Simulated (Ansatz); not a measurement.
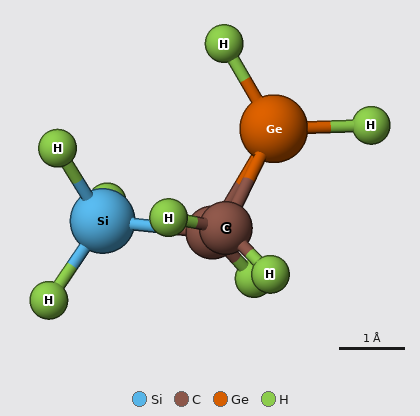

Figure 1. The input geometry (ball-and-stick view, seen at a tilt). Sticks mark near contacts. Bond lengths as drawn: C–C 1.53 Å, C–Ge 1.94 to 1.96 Å, C–H 1.08 to 1.09 Å, C–Si 1.85 Å, Ge–H 1.52 Å and H–Si 1.49 Å.

## Run report: C2H8GeSi, frequency calculation

System: C2H8GeSi.
Method: RKS PBE0-D4/def2-TZVP (Ansatz 0.2.0).

The geometry comes from this level: PBE0-D4/def2-TZVP. Figures and captions count atoms from 1; the log counts them from 0 in places.

**What the program printed**
```
Functional definition: PBE0
  name "PBE0"
  cite "Adamo & Barone, J. Chem. Phys. 110, 6158 (1999) doi:10.1063/1.478522"
  cite "Perdew, Burke & Ernzerhof, Phys. Rev. Lett. 77, 3865 (1996) doi:10.1103/PhysRevLett.77.3865"
  parent pbe
  parameter a = 0.25
  parameter kappa = 0.804
  parameter beta = 0.06672455060314922
  exchange = (1 - a)*pbe_x(kappa = kappa, mu = beta*pi^2/3) + a*exact_x
  correlation = pbe_c(beta = beta)
1381 factors; their error is unknown
mean field evaluation 1: about -66576.3021 eV, gradient 6.6e1 eV
mean field evaluation 2: about -66554.8870 eV, gradient 1.1e2 eV
mean field evaluation 4: about -66586.4530 eV, gradient 3.4e0 eV
mean field evaluation 8: about -66586.4816 eV, gradient 7.5e-2 eV
mean field evaluation 16: about -66586.7764 eV, gradient 1.1e-4 eV
mean field -66586.77635344 eV, -2447.0188968510 hartree, gradient 1.5e-5 eV, S^2 0.000000; 0 other end points of the search recorded, 0 dependent functions left out
the calculation of the forces begins
reference -66586.77638864 eV, -2447.0188981445 hartree; 33, 33 occupied and 162, 162 virtual orbitals, 1381 factors
these checks for a lower state are left out or cut short: stability, starts, cluster_reference, orbital_swaps, neighbouring_geometries, increment
1381 factors; their error is unknown
mean field -66586.77623789 eV, -2447.0188926044 hartree, gradient 1.6e-6 eV, S^2 0.000000; 0 other end points of the search recorded, 0 dependent functions left out
[... from here on the field's lines of each further geometry are left out, up to the last ...]
the calculation of the forces begins
reference -66586.77637759 eV, -2447.0188977385 hartree; 33, 33 occupied and 162, 162 virtual orbitals, 1381 factors
these checks for a lower state are left out or cut short: stability, starts, cluster_reference, orbital_swaps, neighbouring_geometries, increment
1381 factors; their error is unknown
mean field -66586.77633798 eV, -2447.0188962828 hartree, gradient 1.9e-6 eV, S^2 0.000000; 0 other end points of the search recorded, 0 dependent functions left out
the calculation of the forces begins
reference -66586.77637318 eV, -2447.0188975763 hartree; 33, 33 occupied and 162, 162 virtual orbitals, 1381 factors
Total energy: -66587.00715004 eV, -2447.0273784695 hartree
Atom 0 at    -0.708811     1.223032    -0.997542 Å, force    -0.000917     0.000520     0.000413 eV/Å
Atom 1 at    -0.525169    -0.011887     0.364993 Å, force     0.000815     0.001425     0.000374 eV/Å
Atom 2 at     0.760796    -0.049856     1.198448 Å, force     0.003050    -0.000513    -0.000525 eV/Å
Atom 3 at     0.570176    -1.602034     0.058476 Å, force     0.000921    -0.000901    -0.000063 eV/Å
Atom 4 at    -1.821432     0.841329    -1.907615 Å, force     0.000682    -0.000435     0.000336 eV/Å
Atom 5 at    -0.972475     2.599585    -0.486197 Å, force    -0.000080     0.001085    -0.000008 eV/Å
Atom 6 at     0.560350     1.270734    -1.777238 Å, force    -0.000213    -0.000844     0.000686 eV/Å
Atom 7 at    -1.434891    -0.219908     0.923791 Å, force    -0.002169    -0.000592    -0.001286 eV/Å
Atom 8 at     1.536372     0.665993     0.944449 Å, force    -0.000952    -0.000745     0.000904 eV/Å
Atom 9 at     0.647485    -0.188383     2.268197 Å, force    -0.000725     0.000967    -0.000763 eV/Å
Atom 10 at     1.371577    -1.675321    -1.233537 Å, force    -0.000855    -0.000088    -0.000583 eV/Å
Atom 11 at     0.093024    -2.908383     0.677877 Å, force     0.000442     0.000120     0.000515 eV/Å
Dipole moment:     0.035083    -0.175690     0.153846 e Å
Vibrations: 127.92 146.81 208.41 442.42 453.87 484.56 521.66 562.69 660.38 706.74 730.13 807.29 835.87 898.59 932.50 940.65 957.51 988.44 998.27 1071.84 1246.01 1439.81 2193.89 2202.70 2206.70 2222.65 2223.65 3133.24 3150.01 3217.67 cm⁻¹, zero-point energy 2.275908 eV
```

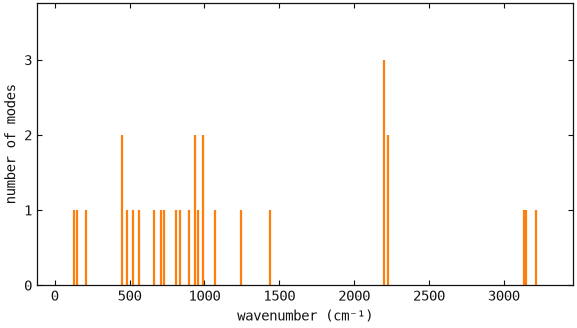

Figure 2. Harmonic vibrational wavenumbers from the force constants; neighbouring modes closer than 14 cm⁻¹ are counted in one stick. 30 modes from 128 to 3218 cm⁻¹, none imaginary.

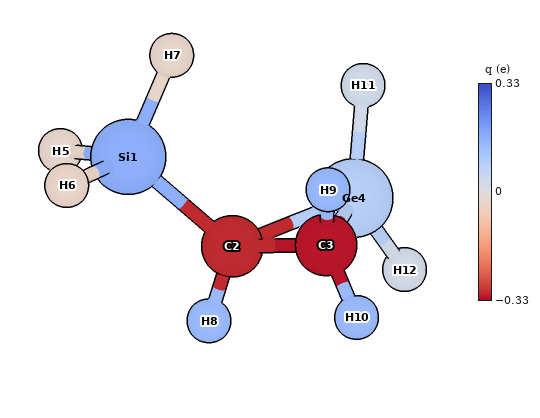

Figure 3. Mulliken charges, as the colour of each atom (ball-and-stick view, seen at a tilt; atoms are numbered from 1 in the order of the input; Mulliken charges depend strongly on the basis). By element: Si +0.16, C −0.32 to −0.31, Ge +0.08 and H −0.03 to +0.14 e.

The run was set up as follows.

**The input**
```yaml
crystal:
  periodic: [false, false, false]
  atoms:
    - {symbol: Si, position_ang: [-0.708811, 1.223032, -0.997542]}
    - {symbol: C, position_ang: [-0.525169, -0.011887, 0.364993]}
    - {symbol: C, position_ang: [0.760796, -0.049856, 1.198448]}
    - {symbol: Ge, position_ang: [0.570176, -1.602034, 0.058476]}
    - {symbol: H, position_ang: [-1.821432, 0.841329, -1.907615]}
    - {symbol: H, position_ang: [-0.972475, 2.599585, -0.486197]}
    - {symbol: H, position_ang: [0.560350, 1.270734, -1.777238]}
    - {symbol: H, position_ang: [-1.434891, -0.219908, 0.923791]}
    - {symbol: H, position_ang: [1.536372, 0.665993, 0.944449]}
    - {symbol: H, position_ang: [0.647485, -0.188383, 2.268197]}
    - {symbol: H, position_ang: [1.371577, -1.675321, -1.233537]}
    - {symbol: H, position_ang: [0.093024, -2.908383, 0.677877]}
basis:
  gaussian: {orbitals: def2-TZVP}
hamiltonian: {xc: pbe0, dispersion: d4}
phonons: {temperatures: {t_min: 298.15, t_max: 900, t_step: 200}}
```

Run as:
```bash
ansatz run in.yaml --threads 4 --pin off --events-out ev --progress --plain --max-ram 10444MiB
```

**Key numbers**

| quantity | value |
| --- | --- |
| outcome | converged |
| total energy | −66587.0072 eV |
| mean-field energy | −66586.7764 eV |
| dispersion energy | −0.2308 eV |
| largest force (length of the vector) | 0.003 eV/Å |
| dipole moment | 1.13 D |
| hardware | 4 threads of Arm Neoverse V1, 23 GiB of memory available, shared host |
| wall time | 3.2 min (CPU time 12 min) |
| peak memory | 0.58 GiB |
